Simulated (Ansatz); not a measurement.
**CH2FN (SMILES [H]/N=C/F) at revPBE/STO-3G**

Aim: the energy change on altering one bond length of CH2FN at revPBE/STO-3G, from 2 runs. 

The results are computed with Ansatz 0.2.0.

65 further runs of the same task are left out: 65 set aside as unsound or not needed.

### 1 Starting point

The species is CH2FN (5 atoms), meant as a singlet with charge 0. SMILES: `[H]/N=C/F`. The shape is that of a PBE0-D4/def2-TZVP optimisation.

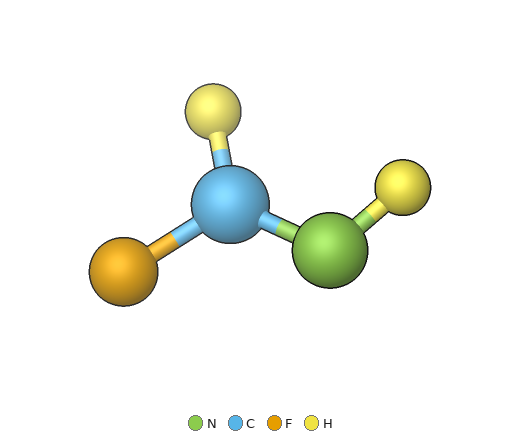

The structure, seen from a chosen angle (nitrogen green, carbon blue, fluorine amber, hydrogen yellow).

### 2 The energy at revPBE/STO-3G

The input, input.yaml:

```yaml
crystal:
  periodic: [false, false, false]
  atoms:
    - {symbol: N, position_ang: [-0.719900, -0.454400, -0.439800]}
    - {symbol: C, position_ang: [0.296500, -0.034500, 0.137300]}
    - {symbol: F, position_ang: [1.242400, -0.884800, 0.520800]}
    - {symbol: H, position_ang: [-1.343900, 0.314100, -0.667300]}
    - {symbol: H, position_ang: [0.574800, 0.986000, 0.407600]}
basis:
  gaussian: {orbitals: STO-3G}
hamiltonian: {xc: {name: revPBE}}
accuracy: high
```

The run is started by

```bash
ansatz run input.yaml --threads 1 --pin off --max-ram 2610MiB --events-out events.jsonl --progress --plain --runs-dir runs
```

Output:

```text
Warning: RAYON_NUM_THREADS=1 ignored (pool sized by the plan → 1); use --threads N
Functional definition: revPBE
  name "revPBE"
  parameter kappa = 1.245
  parameter beta = 0.06672455060314922
  exchange = pbe_x(kappa = kappa, mu = beta*pi^2/3)
  correlation = pbe_c(beta = beta)
298 factors; integrals over basis functions are off by at most 1.2e-8 eV
mean field evaluation 1: about -5199.1655 eV, gradient 2.9e1 eV
mean field evaluation 2: about -5184.5584 eV, gradient 7.8e1 eV
mean field evaluation 4: about -5201.6854 eV, gradient 3.2e0 eV
mean field evaluation 8: about -5201.6557 eV, gradient 7.7e-2 eV
mean field evaluation 16: about -5201.6558 eV, gradient 3.3e-7 eV
mean field -5201.65576877 eV, -191.1573236935 hartree, gradient 1.9e-8 eV, S^2 0.000000; 0 other end points of the search recorded, 0 dependent functions left out
reference -5201.65577054 eV, -191.1573237585 hartree; 12, 12 occupied and 5, 5 virtual orbitals, 298 factors
Total energy: -5201.65577054 eV, -191.1573237585 hartree
```

Wall time 0.83 s (1 thread of Arm Neoverse V2, shared host).

### 3 The distorted shape

The input, molecule.yaml:

```yaml
crystal:
  periodic: [false, false, false]
  atoms:
    - symbol: "N"
      position_ang: [-0.789476, -0.709529, -0.507376]
    - symbol: C
      position_ang: [0.226924, -0.289629, 0.069724]
    - symbol: F
      position_ang: [1.172824, -1.139929, 0.453224]
    - symbol: H
      position_ang: [-1.413476, 0.058971, -0.734876]
    - symbol: H
      position_ang: [0.574800, 0.986000, 0.407600]
basis:
  gaussian:
    orbitals: STO-3G
hamiltonian:
  xc: {name: revPBE}
accuracy: high
```

The run is started by

```bash
ansatz run molecule.yaml --threads 1 --pin off --max-ram 2610MiB --events-out events.jsonl --progress --plain --runs-dir runs
```

Output:

```text
Warning: RAYON_NUM_THREADS=1 ignored (pool sized by the plan → 1); use --threads N
Functional definition: revPBE
  name "revPBE"
  parameter kappa = 1.245
  parameter beta = 0.06672455060314922
  exchange = pbe_x(kappa = kappa, mu = beta*pi^2/3)
  correlation = pbe_c(beta = beta)
298 factors; integrals over basis functions are off by at most 4.6e-8 eV
mean field evaluation 1: about -5198.5683 eV, gradient 2.9e1 eV
mean field evaluation 2: about -5180.7926 eV, gradient 8.6e1 eV
mean field evaluation 4: about -5201.1866 eV, gradient 2.1e0 eV
mean field evaluation 8: about -5201.1268 eV, gradient 1.1e-1 eV
mean field evaluation 16: about -5201.1268 eV, gradient 1.4e-8 eV
mean field -5201.12684469 eV, -191.1378860920 hartree, gradient 1.8e-8 eV, S^2 0.000000; 0 other end points of the search recorded, 0 dependent functions left out
reference -5201.12684648 eV, -191.1378861577 hartree; 12, 12 occupied and 5, 5 virtual orbitals, 298 factors
Total energy: -5201.12684648 eV, -191.1378861577 hartree
```

It took 0.79 s on 1 thread of Arm Neoverse V2, shared host.

### 4 Summary of results

At revPBE/STO-3G:

| quantity | value |
| --- | --- |
| first shape: total energy | -191.15732 Eh |
| distorted shape: total energy | -191.13789 Eh |
| energy change with the C2–H5 bond stretched from 1.092 to 1.365 Å | 0.529 eV |

In words: With the C2–H5 bond stretched from 1.092 to 1.365 Å the energy rises by 0.53 eV (12.2 kcal/mol). The first shape isn't relaxed at this level, so the change isn't measured from a minimum. The minimal basis adds a large error of its own.
